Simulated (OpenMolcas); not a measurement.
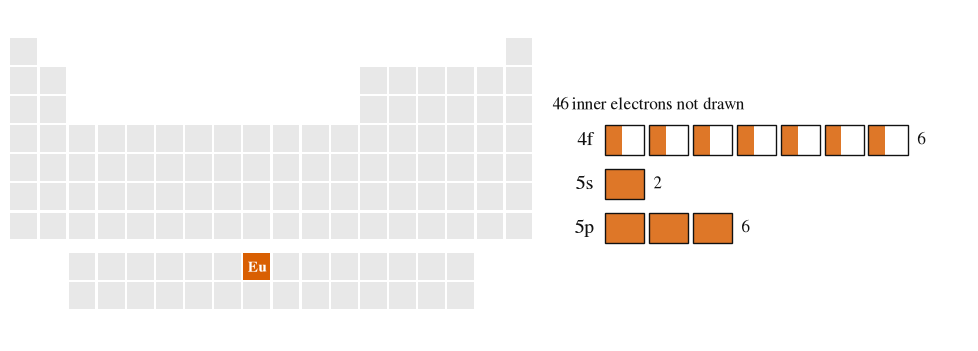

*Left, the place of europium in the periodic table; right, the outer shells of the leading configuration of the lowest level: a box for each of the 2l + 1 orbitals, shaded by the share of the shell that is filled, with the electron count at the right.*

## Run report: Eu³⁺, multiconfigurational calculation

System: Eu³⁺.
Method: state-averaged SS-CASPT2, IPEA shift 0.25, imaginary shift 0.1 hartree, closed shells 5s 5p correlated, active space 6 electrons in the shell 4f, basis ANO-R3, X2C scalar Hamiltonian, spin-orbit coupling by RASSI with atomic mean-field integrals (OpenMolcas).

### The input
```
&GATEWAY
Coord
1

Eu 0.0 0.0 0.0
Basis=ANO-R3
Group=XYZ
NoMove
AngMom=0.0 0.0 0.0
AMFI
&SEWARD
&RASSCF
FileOrb=start.orb
Symmetry=1
Spin=7
nActEl=6 0 0
Inactive=15 12
Ras2=0 7
CIRoot=7 7 1
SDav=7
CIMx=300
Iter=120 100
PrWF=0.3
OrbListing=Nothing
MaxOrb=0
Atom
>>> COPY $Project.JobIph JOB001
&RASSCF
FileOrb=start.orb
Symmetry=1
Spin=5
nActEl=6 0 0
Inactive=15 12
Ras2=0 7
CIRoot=140 140 1
SDav=140
CIMx=300
Iter=120 100
PrWF=0.3
OrbListing=Nothing
MaxOrb=0
Atom
>>> COPY $Project.JobIph JOB002
&RASSCF
FileOrb=start.orb
Symmetry=1
Spin=3
nActEl=6 0 0
Inactive=15 12
Ras2=0 7
CIRoot=272 272 1
SDav=588
CIMx=300
Iter=120 100
PrWF=0.3
OrbListing=Nothing
MaxOrb=0
Atom
CIOnly
>>> COPY $Project.JobIph JOB003
&RASSCF
FileOrb=start.orb
Symmetry=1
Spin=1
nActEl=6 0 0
Inactive=15 12
Ras2=0 7
CIRoot=272 272 1
SDav=490
CIMx=300
Iter=120 100
PrWF=0.3
OrbListing=Nothing
MaxOrb=0
Atom
CIOnly
>>> COPY $Project.JobIph JOB004
&RASSI
NrOfJobIphs=4 7 105 141 47
1 2 3 4 5 6 7
1 2 3 4 5 6 7 8 9 10 11 12 13 14 15 16 17 18 19 20 21 22 23 24 25 26 27
28 29 30 31 32 33 34 35 36 37 38 39 40 41 42 43 44 45 46 47 48 49 50 51
52 53 54 55 56 57 58 59 60 61 62 63 64 65 66 67 68 69 70 71 72 73 74 75
76 77 78 79 80 81 82 83 84 85 86 87 88 89 90 91 92 93 94 95 96 97 98 99
100 101 102 103 104 105
1 2 3 4 5 6 7 8 9 10 11 12 13 14 15 16 17 18 19 20 21 22 23 24 25 26 27
28 29 30 31 32 33 34 35 36 37 38 39 40 41 42 43 44 45 46 47 48 49 50 51
52 53 54 55 56 57 58 59 60 61 62 63 64 65 66 67 68 69 70 71 72 73 74 75
76 77 78 79 80 81 82 83 84 85 86 87 88 89 90 91 92 93 94 95 96 97 98 99
100 101 102 103 104 105 106 107 108 109 110 111 112 113 114 115 116 117
118 119 120 121 122 123 124 125 126 127 128 129 130 131 132 133 134 135
136 137 138 139 140 141
1 2 3 4 5 6 7 8 9 10 11 12 13 14 15 16 17 18 19 20 21 22 23 24 25 26 27
28 29 30 31 32 33 34 35 36 37 38 39 40 41 42 43 44 45 46 47
IphNames
JOB001
JOB002
JOB003
JOB004
EJob
SpinOrbit
DIPRint=1.0
SOCoupling=1000.0
Subsets=2
Property=9
'ANGMOM' 1 'ANGMOM' 2 'ANGMOM' 3 'MLTPL  1' 1 'MLTPL  1' 2 'MLTPL  1' 3
'AMFI' 1 'AMFI' 2 'AMFI' 3
SOProperty=3
'ANGMOM' 1 'ANGMOM' 2 'ANGMOM' 3
>>> COPY JOB001 $Project.JobIph
&CASPT2
Multistate=7 1 2 3 4 5 6 7
Frozen=14 9
IPEA=0.25
Imaginary=0.1
MaxIter=60
WThr=0.0 0.3 0.05
PrWF=0.5
NoMix
>>> COPY JOB002 $Project.JobIph
&CASPT2
Multistate=105 1 2 3 4 5 6 7 8 9 10 11 12 13 14 15 16 17 18 19 20 21 22
23 24 25 26 27 28 29 30 31 32 33 34 35 36 37 38 39 40 41 42 43 44 45 46
47 48 49 50 51 52 53 54 55 56 57 58 59 60 61 62 63 64 65 66 67 68 69 70
71 72 73 74 75 76 77 78 79 80 81 82 83 84 85 86 87 88 89 90 91 92 93 94
95 96 97 98 99 100 101 102 103 104 105
NoMult
Frozen=14 9
IPEA=0.25
Imaginary=0.1
MaxIter=60
WThr=0.0 0.3 0.05
PrWF=0.5
NoMix
>>> COPY JOB003 $Project.JobIph
&CASPT2
Multistate=141 1 2 3 4 5 6 7 8 9 10 11 12 13 14 15 16 17 18 19 20 21 22
23 24 25 26 27 28 29 30 31 32 33 34 35 36 37 38 39 40 41 42 43 44 45 46
47 48 49 50 51 52 53 54 55 56 57 58 59 60 61 62 63 64 65 66 67 68 69 70
71 72 73 74 75 76 77 78 79 80 81 82 83 84 85 86 87 88 89 90 91 92 93 94
95 96 97 98 99 100 101 102 103 104 105 106 107 108 109 110 111 112 113
114 115 116 117 118 119 120 121 122 123 124 125 126 127 128 129 130 131
132 133 134 135 136 137 138 139 140 141
NoMult
Frozen=14 9
IPEA=0.25
Imaginary=0.1
MaxIter=60
WThr=0.0 0.3 0.05
PrWF=0.5
NoMix
>>> COPY JOB004 $Project.JobIph
&CASPT2
Multistate=47 1 2 3 4 5 6 7 8 9 10 11 12 13 14 15 16 17 18 19 20 21 22
23 24 25 26 27 28 29 30 31 32 33 34 35 36 37 38 39 40 41 42 43 44 45 46
47
Frozen=14 9
IPEA=0.25
Imaginary=0.1
MaxIter=60
WThr=0.0 0.3 0.05
PrWF=0.5
NoMix
```

The file start.orb holds starting orbitals from an earlier step. A driver script formed the levels outside the program, from RASSI's spin-orbit matrix and the CASPT2 energies (for multi-state variants, the effective Hamiltonian), averaged over the components of each term or state. The log and the time are those of the CASPT2 step.

### The program's output (extracts)
```
--- CASPT2 ---
Orbital specifications:
      -----------------------

      Symmetry species                           1   2
                                                ag  au
      Frozen orbitals                           14   9
      Inactive orbitals                          1   3
      Active orbitals                            0   7
      Secondary orbitals                        51  51
      Deleted orbitals                           0   0
      Number of basis functions                 66  70
Type of calculation                        MS-CASPT2
      Fock operator                              state-specific
      IPEA shift                                 0.25
      Real shift                                 0.00
      Imaginary shift                            0.10
      The input orbitals will be transformed to quasi-canonical
Reference energy:      -10838.2984649546
      E2 (Non-variational):      -0.5011742866
      Shift correction:          -0.0002525401
      E2 (Variational):          -0.5014268267
      Total energy:          -10838.7998917813
      Residual norm:              0.0000003395
      Reference weight:           0.91533
      Contributions to the CASPT2 correlation energy
      Active & Virtual Only:         -0.1118369243
      One Inactive Excited:          -0.2045087151
      Two Inactive Excited:          -0.1848286472
Reference energy:      -10838.2984649546
      E2 (Non-variational):      -0.5012544548
      Shift correction:          -0.0002534644
      E2 (Variational):          -0.5015079192
      Total energy:          -10838.7999728738
      Residual norm:              0.0000003564
      Reference weight:           0.91525
      Contributions to the CASPT2 correlation energy
      Active & Virtual Only:         -0.1118796641
      One Inactive Excited:          -0.2045606156
      Two Inactive Excited:          -0.1848141752
::    CASPT2 Root  1     Total energy: -10838.79989178
::    CASPT2 Root  2     Total energy: -10838.79997287
::    CASPT2 Root  3     Total energy: -10838.79995821
::    CASPT2 Root  4     Total energy: -10838.79987007
::    CASPT2 Root  5     Total energy: -10838.80001718
::    CASPT2 Root  6     Total energy: -10838.79990184
::    CASPT2 Root  7     Total energy: -10838.79986371
::    MS-CASPT2 Root  1     Total energy: -10838.80001807
::    MS-CASPT2 Root  2     Total energy: -10838.79997267
::    MS-CASPT2 Root  3     Total energy: -10838.79995840
::    MS-CASPT2 Root  4     Total energy: -10838.79990266
::    MS-CASPT2 Root  5     Total energy: -10838.79989222
::    MS-CASPT2 Root  6     Total energy: -10838.79986911
::    MS-CASPT2 Root  7     Total energy: -10838.79986255
--- CASPT2 ---
Orbital specifications:
      -----------------------

      Symmetry species                           1   2
                                                ag  au
      Frozen orbitals                           14   9
      Inactive orbitals                          1   3
      Active orbitals                            0   7
      Secondary orbitals                        51  51
      Deleted orbitals                           0   0
      Number of basis functions                 66  70
Type of calculation                        SS-CASPT2
      Fock operator                              state-specific
      IPEA shift                                 0.25
      Real shift                                 0.00
      Imaginary shift                            0.10
      The input orbitals will be transformed to quasi-canonical
Reference energy:      -10838.1874244799
      E2 (Non-variational):      -0.5207254000
      Shift correction:          -0.0002970420
      E2 (Variational):          -0.5210224420
      Total energy:          -10838.7084469219
      Residual norm:              0.0000002738
      Reference weight:           0.90966
      Contributions to the CASPT2 correlation energy
      Active & Virtual Only:         -0.1298326648
      One Inactive Excited:          -0.2052153090
      Two Inactive Excited:          -0.1856774262
Reference energy:      -10838.1874244799
      E2 (Non-variational):      -0.5208133830
      Shift correction:          -0.0002973129
      E2 (Variational):          -0.5211106959
      Total energy:          -10838.7085351757
      Residual norm:              0.0000002724
      Reference weight:           0.90962
      Contributions to the CASPT2 correlation energy
      Active & Virtual Only:         -0.1298323206
      One Inactive Excited:          -0.2053026060
      Two Inactive Excited:          -0.1856784564
::    CASPT2 Root  1     Total energy: -10838.70844692
::    CASPT2 Root  2     Total energy: -10838.70853518
::    CASPT2 Root  3     Total energy: -10838.70838743
::    CASPT2 Root  4     Total energy: -10838.70837339
::    CASPT2 Root  5     Total energy: -10838.70847928
::    CASPT2 Root  6     Total energy: -10838.68084736
::    CASPT2 Root  7     Total energy: -10838.68055626
::    CASPT2 Root  8     Total energy: -10838.68064063
::    CASPT2 Root  9     Total energy: -10838.68070867
::    CASPT2 Root 10     Total energy: -10838.68093017
::    CASPT2 Root 11     Total energy: -10838.68080861
::    CASPT2 Root 12     Total energy: -10838.68068063
::    CASPT2 Root 13     Total energy: -10838.68086833
::    CASPT2 Root 14     Total energy: -10838.68069124
::    CASPT2 Root 15     Total energy: -10838.68083616
::    CASPT2 Root 16     Total energy: -10838.68072656
::    CASPT2 Root 17     Total energy: -10838.68081573
::    CASPT2 Root 18     Total energy: -10838.68078721
::    CASPT2 Root 19     Total energy: -10838.68077751
::    CASPT2 Root 20     Total energy: -10838.68093569
::    CASPT2 Root 21     Total energy: -10838.68067697
::    CASPT2 Root 22     Total energy: -10838.68082940
::    CASPT2 Root 23     Total energy: -10838.68542706
::    CASPT2 Root 24     Total energy: -10838.68548082
::    CASPT2 Root 25     Total energy: -10838.68552967
::    CASPT2 Root 26     Total energy: -10838.68524378
::    CASPT2 Root 27     Total energy: -10838.68542951
::    CASPT2 Root 28     Total energy: -10838.68548216
::    CASPT2 Root 29     Total energy: -10838.68539976
::    CASPT2 Root 30     Total energy: -10838.68531401
--- CASPT2 ---
Orbital specifications:
      -----------------------

      Symmetry species                           1   2
                                                ag  au
      Frozen orbitals                           14   9
      Inactive orbitals                          1   3
      Active orbitals                            0   7
      Secondary orbitals                        51  51
      Deleted orbitals                           0   0
      Number of basis functions                 66  70
Type of calculation                        SS-CASPT2
      Fock operator                              state-specific
      IPEA shift                                 0.25
      Real shift                                 0.00
      Imaginary shift                            0.10
      The input orbitals will be transformed to quasi-canonical
Reference energy:      -10838.0947481436
      E2 (Non-variational):      -0.5299022160
      Shift correction:          -0.0003016853
      E2 (Variational):          -0.5302039013
      Total energy:          -10838.6249520449
      Residual norm:              0.0000002495
      Reference weight:           0.90893
      Contributions to the CASPT2 correlation energy
      Active & Virtual Only:         -0.1390666835
      One Inactive Excited:          -0.2040929068
      Two Inactive Excited:          -0.1867426256
Reference energy:      -10838.0947481436
      E2 (Non-variational):      -0.5299022109
      Shift correction:          -0.0003016852
      E2 (Variational):          -0.5302038962
      Total energy:          -10838.6249520398
      Residual norm:              0.0000002495
      Reference weight:           0.90893
      Contributions to the CASPT2 correlation energy
      Active & Virtual Only:         -0.1390666891
      One Inactive Excited:          -0.2040928962
      Two Inactive Excited:          -0.1867426256
::    CASPT2 Root  1     Total energy: -10838.62495204
::    CASPT2 Root  2     Total energy: -10838.62495204
::    CASPT2 Root  3     Total energy: -10838.62495202
::    CASPT2 Root  4     Total energy: -10838.59297341
::    CASPT2 Root  5     Total energy: -10838.59273530
::    CASPT2 Root  6     Total energy: -10838.59300541
::    CASPT2 Root  7     Total energy: -10838.59306591
::    CASPT2 Root  8     Total energy: -10838.59297615
::    CASPT2 Root  9     Total energy: -10838.59292314
::    CASPT2 Root 10     Total energy: -10838.59302206
::    CASPT2 Root 11     Total energy: -10838.59279680
::    CASPT2 Root 12     Total energy: -10838.59282806
::    CASPT2 Root 13     Total energy: -10838.59305045
::    CASPT2 Root 14     Total energy: -10838.59336853
::    CASPT2 Root 15     Total energy: -10838.59299359
::    CASPT2 Root 16     Total energy: -10838.59275197
::    CASPT2 Root 17     Total energy: -10838.59317856
::    CASPT2 Root 18     Total energy: -10838.59292729
::    CASPT2 Root 19     Total energy: -10838.59298426
::    CASPT2 Root 20     Total energy: -10838.59332702
::    CASPT2 Root 21     Total energy: -10838.59323657
::    CASPT2 Root 22     Total energy: -10838.59288599
::    CASPT2 Root 23     Total energy: -10838.59303108
::    CASPT2 Root 24     Total energy: -10838.59292506
::    CASPT2 Root 25     Total energy: -10838.59316588
::    CASPT2 Root 26     Total energy: -10838.59282134
::    CASPT2 Root 27     Total energy: -10838.59573550
::    CASPT2 Root 28     Total energy: -10838.59571261
::    CASPT2 Root 29     Total energy: -10838.59587957
::    CASPT2 Root 30     Total energy: -10838.59571624
--- CASPT2 ---
Orbital specifications:
      -----------------------

      Symmetry species                           1   2
                                                ag  au
      Frozen orbitals                           14   9
      Inactive orbitals                          1   3
      Active orbitals                            0   7
      Secondary orbitals                        51  51
      Deleted orbitals                           0   0
      Number of basis functions                 66  70
Type of calculation                        MS-CASPT2
      Fock operator                              state-specific
      IPEA shift                                 0.25
      Real shift                                 0.00
      Imaginary shift                            0.10
      The input orbitals will be transformed to quasi-canonical
Reference energy:      -10838.0528942233
      E2 (Non-variational):      -0.5324259028
      Shift correction:          -0.0003041193
      E2 (Variational):          -0.5327300221
      Total energy:          -10838.5856242454
      Residual norm:              0.0000002636
      Reference weight:           0.90862
      Contributions to the CASPT2 correlation energy
      Active & Virtual Only:         -0.1410335213
      One Inactive Excited:          -0.2045841853
      Two Inactive Excited:          -0.1868081962
Reference energy:      -10838.0486185775
      E2 (Non-variational):      -0.5017106982
      Shift correction:          -0.0002395864
      E2 (Variational):          -0.5019502846
      Total energy:          -10838.5505688621
      Residual norm:              0.0000003072
      Reference weight:           0.91585
      Contributions to the CASPT2 correlation energy
      Active & Virtual Only:         -0.1125063628
      One Inactive Excited:          -0.2048703142
      Two Inactive Excited:          -0.1843340213
::    CASPT2 Root  1     Total energy: -10838.58562425
::    CASPT2 Root  2     Total energy: -10838.55056886
::    CASPT2 Root  3     Total energy: -10838.55103212
::    CASPT2 Root  4     Total energy: -10838.55105793
::    CASPT2 Root  5     Total energy: -10838.55063135
::    CASPT2 Root  6     Total energy: -10838.55080441
::    CASPT2 Root  7     Total energy: -10838.55081587
::    CASPT2 Root  8     Total energy: -10838.55051915
::    CASPT2 Root  9     Total energy: -10838.55035281
::    CASPT2 Root 10     Total energy: -10838.55094999
::    CASPT2 Root 11     Total energy: -10838.55053186
::    CASPT2 Root 12     Total energy: -10838.55081868
::    CASPT2 Root 13     Total energy: -10838.55057529
::    CASPT2 Root 14     Total energy: -10838.55085546
::    CASPT2 Root 15     Total energy: -10838.55041314
::    CASPT2 Root 16     Total energy: -10838.55043002
::    CASPT2 Root 17     Total energy: -10838.55070751
::    CASPT2 Root 18     Total energy: -10838.55034316
::    CASPT2 Root 19     Total energy: -10838.55075786
::    CASPT2 Root 20     Total energy: -10838.55043320
::    CASPT2 Root 21     Total energy: -10838.55084339
::    CASPT2 Root 22     Total energy: -10838.55060387
::    CASPT2 Root 23     Total energy: -10838.55078755
::    CASPT2 Root 24     Total energy: -10838.55082469
::    CASPT2 Root 25     Total energy: -10838.55064030
::    CASPT2 Root 26     Total energy: -10838.55062178
::    CASPT2 Root 27     Total energy: -10838.55509817
::    CASPT2 Root 28     Total energy: -10838.55534915
::    CASPT2 Root 29     Total energy: -10838.55498098
::    CASPT2 Root 30     Total energy: -10838.55512742
```

### Spin-orbit levels, grouped by J and assigned (the lowest 25)

```csv
Configuration,Level,E (eV),LS purity (%),Landé g
4f⁶,⁷F₀,0,92,–
4f⁶,⁷F₁,0.05374,94,1.500
4f⁶,⁷F₂,0.1469,96,1.499
4f⁶,⁷F₃,0.2653,97,1.498
4f⁶,⁷F₄,0.3987,98,1.497
4f⁶,⁷F₅,0.5405,97,1.496
4f⁶,⁷F₆,0.6861,96,1.495
4f⁶,⁵D₀,2.091,79,–
4f⁶,⁵D₁,2.308,87,1.495
4f⁶,⁵D₂,2.628,93,1.494
4f⁶,⁵D₃,3.010,95,1.491
4f⁶,⁵L₆,3.412,91,0.736
4f⁶,⁵G₂,3.432,93,0.353
4f⁶,⁵D₄,3.442,83,1.450
4f⁶,⁵G₃,3.463,87,0.888
4f⁶,⁵G₄,3.500,73,1.151
4f⁶,⁵G₅,3.510,78,1.230
4f⁶,⁵G₆,3.520,74,1.296
4f⁶,⁵L₇,3.546,94,0.918
4f⁶,⁵L₈,3.677,96,1.044
4f⁶,⁵L₉,3.787,97,1.133
4f⁶,⁵L₁₀,3.865,96,1.196
4f⁶,⁵H₃,4.158,89,0.543
4f⁶,⁵H₇,4.173,80,1.260
4f⁶,⁵H₄,4.212,74,0.916
```

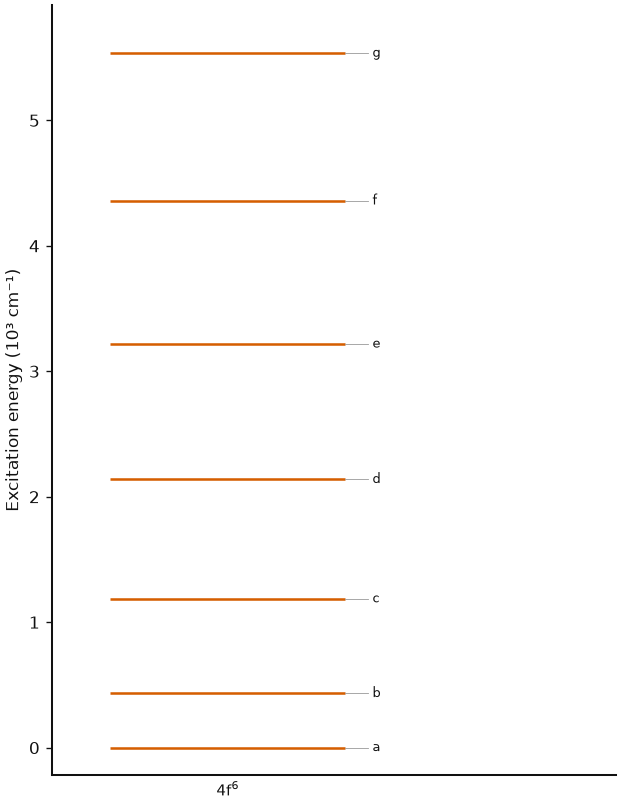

*The lowest computed levels of Eu³⁺, 7 of them lettered.*

a: 4f⁶ ⁷F₀ at 0; b: 4f⁶ ⁷F₁ at 433 cm⁻¹; c: 4f⁶ ⁷F₂ at 1,190 cm⁻¹; d: 4f⁶ ⁷F₃ at 2,140 cm⁻¹; e: 4f⁶ ⁷F₄ at 3,220 cm⁻¹; f: 4f⁶ ⁷F₅ at 4,360 cm⁻¹; g: 4f⁶ ⁷F₆ at 5,530 cm⁻¹.

### Results in brief

| quantity | value |
| --- | --- |
| outcome | converged |
| lowest level | 4f⁶ ⁷F₀ |
| first excited level | 4f⁶ ⁷F₁, 433 cm⁻¹ |
| energy of the lowest spin-free term | −10838.79993 hartree |
| energy of the lowest spin-orbit level | −10838.81977 hartree |
| CASPT2 correlation energy | −0.5015 hartree |
| largest spread among components of a term | 170.4 cm⁻¹ |
| lowest reference weight | 0.907 |
| hardware | 1 CPU thread, shared host |
| wall time | 14 min |

### Remarks

The components of ⁵I, which symmetry makes degenerate, are split by 170 cm⁻¹ in CASPT2, and those of 14 more by over 50 cm⁻¹. This is an artefact; the levels of such states rest on averages and are uncertain by about as much. The run is of multi-state type; this report uses its single-state energies. Caveats: only configurations of the active space are included; spin-free states above about 57,000 cm⁻¹ are left out of the spin-orbit step.
